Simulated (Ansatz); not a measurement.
## Nudged elastic band of CH3FNSi (charge −1)

The run: nudged elastic band of CH3FNSi, charge −1, SMILES N=C[SiH-]F. Method and program: RKS B3LYP-D4/STO-3G (Ansatz 0.2.0).

It belongs to a series of runs on one base structure; here: band between the two ends. Figures and captions count atoms from 1; the log counts them from 0 in places.

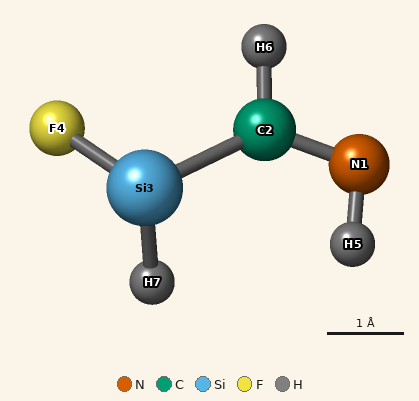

**Figure 1.** The structure as given in the input (ball-and-stick view, seen at a tilt; atoms are numbered from 1 in the order of the input).

## Input file
```yaml
crystal:
  periodic: [false, false, false]
  atoms:
    - { symbol: "N", position_ang: [0.782237, 0.731576, -1.385031] }
    - { symbol: C, position_ang: [-0.034162, 0.637221, -0.32686] }
    - { symbol: Si, position_ang: [0.054566, -0.456487, 1.258472] }
    - { symbol: F, position_ang: [-1.621468, -0.543445, 1.601475] }
    - { symbol: H, position_ang: [1.416502, -0.14828, -1.310558] }
    - { symbol: H, position_ang: [-0.72648, 1.52189, -0.308058] }
    - { symbol: H, position_ang: [0.128816, -1.742475, 0.47056] }
total_charge: -1
basis:
  gaussian: { orbitals: STO-3G }
hamiltonian:
  xc: b3lyp
  dispersion: d4
neb:
  order_check: false
  images: 9
  f_tol: 0.05
  max_iterations: 60
  final_atoms:
    - { symbol: "N", position_ang: [0.89519923, 0.80040193, -1.27303586] }
    - { symbol: C, position_ang: [-0.06744016, 0.6182846, -0.35909506] }
    - { symbol: Si, position_ang: [-0.80879278, -0.98614915, 0.41033125] }
    - { symbol: F, position_ang: [-1.29422146, -0.34455311, 1.92230987] }
    - { symbol: H, position_ang: [1.39197203, -0.16493905, -1.33081371] }
    - { symbol: H, position_ang: [-0.65459349, 1.56850189, -0.23873464] }
    - { symbol: H, position_ang: [0.53788763, -1.49154712, 0.86903815] }
  initial_path:
    images:
      - { positions_ang: [[0.782237, 0.731576, -1.385031], [-0.034162, 0.637221, -0.32686], [0.054566, -0.456487, 1.258472], [-1.621468, -0.543445, 1.601475], [1.416502, -0.14828, -1.310558], [-0.72648, 1.52189, -0.308058], [0.128816, -1.742475, 0.47056]] }
      - { positions_ang: [[0.80616299, 0.74579515, -1.34738922], [-0.05770428, 0.62662582, -0.35465433], [-0.03594417, -0.50974619, 1.16726826], [-1.59110993, -0.47042702, 1.68347423], [1.43024461, -0.12743292, -1.29761981], [-0.73454018, 1.51632671, -0.31993357], [0.18290197, -1.78114154, 0.46885445]] }
      - { positions_ang: [[0.83008897, 0.76001429, -1.30974745], [-0.08124655, 0.61603065, -0.38244866], [-0.12645435, -0.56300539, 1.07606451], [-1.56075187, -0.39740904, 1.76547346], [1.44398721, -0.10658584, -1.28468163], [-0.74260036, 1.51076341, -0.33180914], [0.23698794, -1.81980809, 0.4671489]] }
      - { positions_ang: [[0.85401496, 0.77423344, -1.27210567], [-0.10478883, 0.60543547, -0.41024299], [-0.21696452, -0.61626458, 0.98486077], [-1.5303938, -0.32439106, 1.8474727], [1.45772982, -0.08573876, -1.27174344], [-0.75066054, 1.50520012, -0.34368472], [0.2910739, -1.85847463, 0.46544335]] }
      - { positions_ang: [[0.87794095, 0.78845258, -1.23446389], [-0.1283311, 0.5948403, -0.43803732], [-0.30747469, -0.66952378, 0.89365703], [-1.50003573, -0.25137308, 1.92947193], [1.47147242, -0.06489168, -1.25880526], [-0.75872071, 1.49963683, -0.35556029], [0.34515987, -1.89714117, 0.4637378]] }
      - { positions_ang: [[0.90186693, 0.80267173, -1.19682212], [-0.15187338, 0.58424512, -0.46583165], [-0.39798487, -0.72278297, 0.80245328], [-1.46967766, -0.1783551, 2.01147116], [1.48521503, -0.0440446, -1.24586707], [-0.76678089, 1.49407353, -0.36743586], [0.39924584, -1.93580772, 0.46203225]] }
      - { positions_ang: [[0.90053339, 0.80221777, -1.21206487], [-0.13498673, 0.59105302, -0.44448433], [-0.48014645, -0.77545621, 0.72402888], [-1.43458642, -0.2115947, 1.9936389], [1.46656643, -0.06822349, -1.2628564], [-0.74434341, 1.50895921, -0.34169562], [0.4269742, -1.8469556, 0.54343343]] }
      - { positions_ang: [[0.89919985, 0.80176381, -1.22730762], [-0.11810009, 0.59786091, -0.42313701], [-0.56230803, -0.82812944, 0.64560447], [-1.39949518, -0.2448343, 1.97580664], [1.44791783, -0.09240238, -1.27984573], [-0.72190593, 1.52384488, -0.31595537], [0.45470256, -1.75810348, 0.62483461]] }
      - { positions_ang: [[0.89786631, 0.80130985, -1.24255036], [-0.10121345, 0.60466881, -0.4017897], [-0.64446961, -0.88080268, 0.56718007], [-1.36440394, -0.2780739, 1.95797439], [1.42926923, -0.11658127, -1.29683506], [-0.69946845, 1.53873055, -0.29021513], [0.48243092, -1.66925136, 0.70623579]] }
      - { positions_ang: [[0.89653277, 0.80085589, -1.25779311], [-0.08432681, 0.61147671, -0.38044238], [-0.72663119, -0.93347591, 0.48875566], [-1.3293127, -0.3113135, 1.94014213], [1.41062063, -0.14076016, -1.31382439], [-0.67703097, 1.55361622, -0.26447489], [0.51015927, -1.58039924, 0.78763697]] }
      - { positions_ang: [[0.89519923, 0.80040193, -1.27303586], [-0.06744016, 0.6182846, -0.35909506], [-0.80879278, -0.98614915, 0.41033125], [-1.29422146, -0.34455311, 1.92230987], [1.39197203, -0.16493905, -1.33081371], [-0.65459349, 1.56850189, -0.23873464], [0.53788763, -1.49154712, 0.86903815]] }
```

Run on 1 thread of Intel Xeon @ 2.70GHz, 189 GiB of memory available, shared host.

Launch command:
```bash
ansatz run input.yaml --threads 1 --pin off --max-ram 2048MiB --backend cpu --events-out ev --progress --plain --runs-dir out
```

## What the program printed
```
Engine: ansatz 0.2.0, x86_64-unknown-linux-gnu
Functional definition: B3LYP
  parameter a0 = 0.2
  parameter ax = 0.72
  parameter ac = 0.81
  exchange = (1 - a0 - ax)*slater_x + ax*b88_x + a0*exact_x
  correlation = (1 - ac)*vwn_rpa_c + ac*lyp_c
383 factors; integrals over basis functions are off by at most 6.2e-6 eV
mean field evaluation 1: about -13000.7746 eV, gradient 1.9e1 eV
mean field evaluation 2: about -12997.8917 eV, gradient 3.8e1 eV
mean field evaluation 4: about -13001.9976 eV, gradient 1.1e0 eV
mean field evaluation 8: about -13001.9691 eV, gradient 1.1e-2 eV
mean field -13001.96908487 eV, -477.8135508178 hartree, gradient 6.4e-5 eV, S^2 0.000000; 0 other end points of the search recorded, 0 dependent functions left out
the calculation of the forces begins
reference -13001.96923115 eV, -477.8135561933 hartree; 20, 20 occupied and 7, 7 virtual orbitals, 383 factors
383 factors; integrals over basis functions are off by at most 1.2e-5 eV
mean field evaluation 16: about -13001.9576 eV, gradient 3.3e0 eV
mean field -13001.96907647 eV, -477.8135505090 hartree, gradient 6.4e-5 eV, S^2 0.000000; 0 other end points of the search recorded, 0 dependent functions left out
[... from here on the field's lines of each further geometry are left out, up to the last ...]
NEB iter   1: max|band force component| = 4.636e0 eV/Å  barrier→ = 3.0377 eV  barrier← = 3.0377 eV  Δτ_max = 0.1904 Å  (248 SCF iters)
NEB iter   2: max|band force component| = 2.040e0 eV/Å  barrier→ = 2.1263 eV  barrier← = 2.1263 eV  Δτ_max = 0.2000 Å  (284 SCF iters)
NEB iter   3: max|band force component| = 1.868e0 eV/Å  barrier→ = 1.9625 eV  barrier← = 1.9626 eV  Δτ_max = 0.1014 Å  (270 SCF iters)
NEB iter   4: max|band force component| = 7.470e-1 eV/Å  barrier→ = 1.9871 eV  barrier← = 1.9871 eV  Δτ_max = 0.0371 Å  (249 SCF iters)
NEB iter   5: max|band force component| = 6.093e-1 eV/Å  barrier→ = 1.9741 eV  barrier← = 1.9741 eV  Δτ_max = 0.0453 Å  (244 SCF iters)
NEB iter   6: max|band force component| = 3.224e-1 eV/Å  barrier→ = 1.9615 eV  barrier← = 1.9615 eV  CI = image 5  Δτ_max = 0.0223 Å  (246 SCF iters)
NEB iter   7: max|band force component| = 1.138e-1 eV/Å  barrier→ = 1.9584 eV  barrier← = 1.9584 eV  CI = image 5  Δτ_max = 0.0105 Å  (257 SCF iters)
NEB iter   8: max|band force component| = 7.240e-2 eV/Å  barrier→ = 1.9578 eV  barrier← = 1.9579 eV  CI = image 5  Δτ_max = 0.0108 Å  (206 SCF iters)
the calculation of the forces begins
reference -13001.92581570 eV, -477.8119607053 hartree; 20, 20 occupied and 7, 7 virtual orbitals, 383 factors
383 factors; integrals over basis functions are off by at most 9.1e-6 eV
mean field evaluation 800: about -13000.0072 eV, gradient 3.1e0 eV
mean field -13000.01607737 eV, -477.7417791160 hartree, gradient 2.5e-5 eV, S^2 0.000000; 1 other end points of the search recorded, 0 dependent functions left out
the calculation of the forces begins
reference -13000.01622499 eV, -477.7417845409 hartree; 20, 20 occupied and 7, 7 virtual orbitals, 383 factors
NEB iter   9: max|band force component| = 4.046e-2 eV/Å  barrier→ = 1.9574 eV  barrier← = 1.9574 eV  CI = image 5  Δτ_max = 0.0000 Å  (461 SCF iters)
```

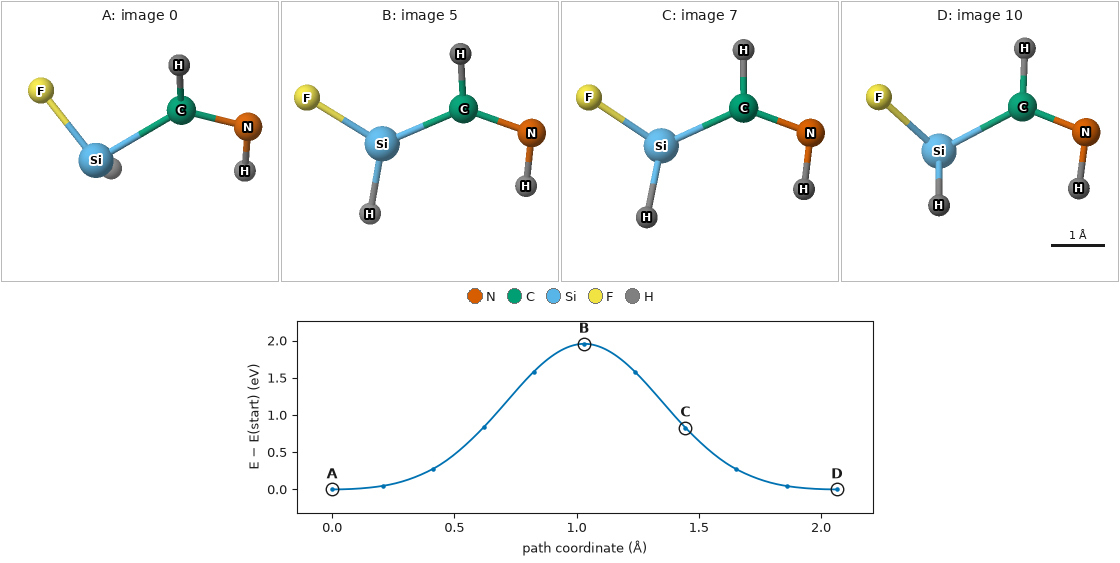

**Figure 2.** Images of the last band (counted from 0; ball-and-stick, seen on its broad side) above the energy along the path; the line is a cubic interpolation that uses the forces. The highest image is number 5, 1.957 eV above the start and 1.957 eV above the end (the climbing image); start and end have the same energy. The path is 2.07 Å long. The band converged in 9 iterations.

```
Total energy: -13000.25835587 eV, -477.7506826867 hartree
Atom 0 at     0.889299     0.849959    -1.420122 Å, force    -0.004163     0.004875     0.002320 eV/Å
Atom 1 at    -0.019654     0.668806    -0.386113 Å, force    -0.002696    -0.005745    -0.015633 eV/Å
Atom 2 at    -0.368300    -0.613841     0.749170 Å, force     0.021449    -0.036649     0.004516 eV/Å
Atom 3 at    -1.595920    -0.495395     1.915572 Å, force    -0.012121     0.017859     0.004322 eV/Å
Atom 4 at     1.448228    -0.083639    -1.420220 Å, force     0.006371     0.003362    -0.000615 eV/Å
Atom 5 at    -0.679608     1.553994    -0.259631 Å, force    -0.004884     0.012740     0.005770 eV/Å
Atom 6 at     0.325967    -1.879885     0.821344 Å, force    -0.003956     0.003558    -0.000681 eV/Å
Dipole moment:    -0.412326    -0.411465     0.668411 e Å
this run last wrote the band of iteration 9 to [file]
```

## The last band as extended XYZ (Å, eV, eV/Å)
```
7
Properties=species:S:1:pos:R:3:forces:R:3 image=0 energy=-13002.21563
N     0.7822    0.7316   -1.3850   -0.0033   0.0018  -0.0037
C    -0.0342    0.6372   -0.3269    0.0033   0.0009  -0.0034
Si    0.0546   -0.4565    1.2585   -0.0132  -0.0008  -0.0037
F    -1.6215   -0.5434    1.6015    0.0092  -0.0007  -0.0017
H     1.4165   -0.1483   -1.3106   -0.0001  -0.0018   0.0038
H    -0.7265    1.5219   -0.3081    0.0029  -0.0037   0.0058
H     0.1288   -1.7425    0.4706    0.0012   0.0044   0.0029
7
Properties=species:S:1:pos:R:3:forces:R:3 image=1 energy=-13002.16849
N     0.8225    0.7951   -1.3862   -0.1434  -0.1001  -0.0129
C    -0.0469    0.6155   -0.3747    0.0739  -0.0015   0.1212
Si    0.0134   -0.4599    1.2198    0.1969   0.0057   0.2924
F    -1.6438   -0.5515    1.6374    0.0468   0.0227  -0.2200
H     1.4345   -0.1034   -1.3873   -0.0095  -0.0387   0.0752
H    -0.6958    1.5296   -0.2917   -0.0698  -0.0552  -0.0477
H     0.1162   -1.8254    0.5827   -0.0950   0.1670  -0.2083
7
Properties=species:S:1:pos:R:3:forces:R:3 image=2 energy=-13001.93845
N     0.8689    0.8381   -1.3788   -0.2787  -0.1542   0.0575
C    -0.0729    0.6136   -0.4279   -0.0088  -0.1249   0.0636
Si   -0.0580   -0.4686    1.1223    0.9059   0.2843   1.1793
F    -1.6577   -0.5592    1.7196    0.0027  -0.1334  -0.6844
H     1.4374   -0.0891   -1.4165   -0.0464  -0.0277   0.0222
H    -0.6726    1.5516   -0.2781   -0.0864  -0.0751  -0.1603
H     0.1549   -1.8865    0.6594   -0.4884   0.2310  -0.4779
7
Properties=species:S:1:pos:R:3:forces:R:3 image=3 energy=-13001.38170
N     0.8933    0.8540   -1.3871   -0.1994  -0.0771   0.2175
C    -0.0727    0.6273   -0.4396   -0.4048  -0.3562  -0.4568
Si   -0.1534   -0.4996    0.9935    1.8547   0.9037   2.2260
F    -1.6554   -0.5430    1.8019   -0.2860  -0.3425  -0.9801
H     1.4409   -0.0867   -1.4234   -0.1066  -0.0305  -0.0713
H    -0.6680    1.5582   -0.2620   -0.0269  -0.0436  -0.1591
H     0.2152   -1.9102    0.7168   -0.8309  -0.0538  -0.7763
7
Properties=species:S:1:pos:R:3:forces:R:3 image=4 energy=-13000.63091
N     0.8973    0.8549   -1.4046    0.0023   0.0171   0.1596
C    -0.0510    0.6473   -0.4177   -0.5559  -0.3623  -0.5857
Si   -0.2585   -0.5505    0.8663    1.8191   1.0176   1.9255
F    -1.6322   -0.5199    1.8658   -0.4785  -0.3261  -0.6889
H     1.4447   -0.0857   -1.4230   -0.0937  -0.0448  -0.0893
H    -0.6731    1.5570   -0.2571   -0.0125  -0.0188  -0.0533
H     0.2728   -1.9031    0.7702   -0.6808  -0.2827  -0.6679
7
Properties=species:S:1:pos:R:3:forces:R:3 image=5 energy=-13000.25821
N     0.8893    0.8500   -1.4201   -0.0042   0.0049   0.0023
C    -0.0197    0.6688   -0.3861   -0.0027  -0.0057  -0.0156
Si   -0.3683   -0.6138    0.7492    0.0214  -0.0366   0.0045
F    -1.5959   -0.4954    1.9156   -0.0121   0.0179   0.0043
H     1.4482   -0.0836   -1.4202    0.0064   0.0034  -0.0006
H    -0.6796    1.5540   -0.2596   -0.0049   0.0127   0.0058
H     0.3260   -1.8799    0.8213   -0.0040   0.0036  -0.0007
7
Properties=species:S:1:pos:R:3:forces:R:3 image=6 energy=-13000.63130
N     0.8727    0.8410   -1.4280   -0.1373  -0.0603   0.0024
C     0.0127    0.6865   -0.3546    0.5852   0.2977   0.5575
Si   -0.4825   -0.6870    0.6436   -1.8936  -1.2112  -1.7379
F    -1.5446   -0.4682    1.9519    0.6851   0.3762   0.4570
H     1.4501   -0.0816   -1.4175    0.0907   0.0673   0.0964
H    -0.6841    1.5505   -0.2667    0.0552   0.0363   0.0160
H     0.3757   -1.8412    0.8713    0.6147   0.4941   0.6087
7
Properties=species:S:1:pos:R:3:forces:R:3 image=7 energy=-13001.38396
N     0.8554    0.8327   -1.4226   -0.1622  -0.0361   0.2123
C     0.0361    0.6945   -0.3317    0.4856   0.1415   0.4703
Si   -0.5987   -0.7730    0.5514   -2.0770  -1.4483  -1.6707
F    -1.4810   -0.4391    1.9732    0.9618   0.4158   0.2585
H     1.4510   -0.0788   -1.4136    0.0641   0.0699   0.1072
H    -0.6837    1.5495   -0.2751    0.1571   0.0748   0.0192
H     0.4209   -1.7858    0.9185    0.5705   0.7825   0.6031
7
Properties=species:S:1:pos:R:3:forces:R:3 image=8 energy=-13001.94050
N     0.8502    0.8287   -1.3950    0.0036   0.0330   0.3062
C     0.0297    0.6773   -0.3252    0.0036  -0.1475   0.0860
Si   -0.7058   -0.8694    0.4785   -1.0182  -0.8530  -0.6942
F    -1.4044   -0.4058    1.9695    0.6501   0.2524  -0.0620
H     1.4489   -0.0801   -1.4062   -0.0203  -0.0060   0.0673
H    -0.6731    1.5524   -0.2758    0.1630   0.0713   0.0829
H     0.4545   -1.7032    0.9542    0.2182   0.6497   0.2139
7
Properties=species:S:1:pos:R:3:forces:R:3 image=9 energy=-13002.16947
N     0.8692    0.8252   -1.3389    0.0541   0.0070   0.1728
C    -0.0141    0.6364   -0.3415   -0.1004  -0.1081  -0.0429
Si   -0.7791   -0.9514    0.4341   -0.2011  -0.2347  -0.1177
F    -1.3362   -0.3630    1.9414    0.1782   0.1031  -0.0833
H     1.4297   -0.1052   -1.3906   -0.0484  -0.0511   0.0363
H    -0.6566    1.5548   -0.2521    0.0575   0.0105   0.0810
H     0.4871   -1.5967    0.9476    0.0601   0.2735  -0.0462
7
Properties=species:S:1:pos:R:3:forces:R:3 image=10 energy=-13002.21565
N     0.8952    0.8004   -1.2730    0.0003   0.0000  -0.0014
C    -0.0674    0.6183   -0.3591   -0.0018   0.0028   0.0035
Si   -0.8088   -0.9861    0.4103   -0.0009  -0.0005  -0.0019
F    -1.2942   -0.3446    1.9223    0.0027  -0.0003  -0.0018
H     1.3920   -0.1649   -1.3308    0.0003  -0.0010   0.0002
H    -0.6546    1.5685   -0.2387    0.0007  -0.0029   0.0001
H     0.5379   -1.4915    0.8690   -0.0014   0.0019   0.0012
```

## Summary

| quantity | value |
| --- | --- |
| outcome | converged |
| barrier, forward | 1.957 eV |
| barrier, backward | 1.957 eV |
| wall time | 99 s |
| peak memory | 0.1 GiB |

## Remarks

The order of the saddle point was not checked.
